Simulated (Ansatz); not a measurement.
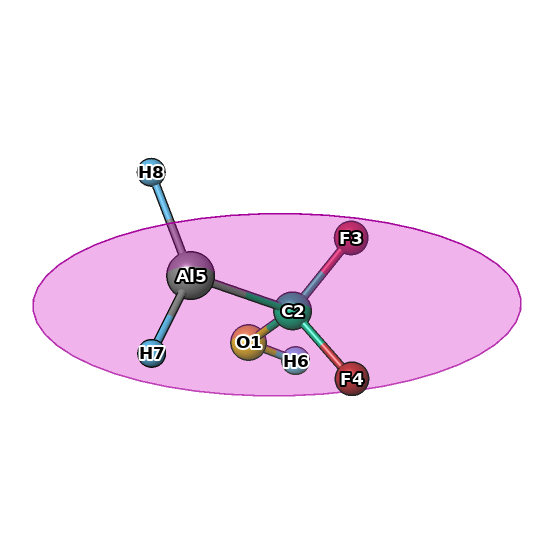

A disc through the centre of mass is drawn in. Distant atoms are faded towards the background colour. The geometry was computed by an optimisation with PBE-D4/def2-SVP. No frequency run is at hand to confirm it as a minimum.

Is the plane of the disc a mirror plane of the structure?

Yes. The reflection leaves O1, C2, Al5, H6 in place and moves F3 ↔ F4; H7 ↔ H8. The point group is Cs.
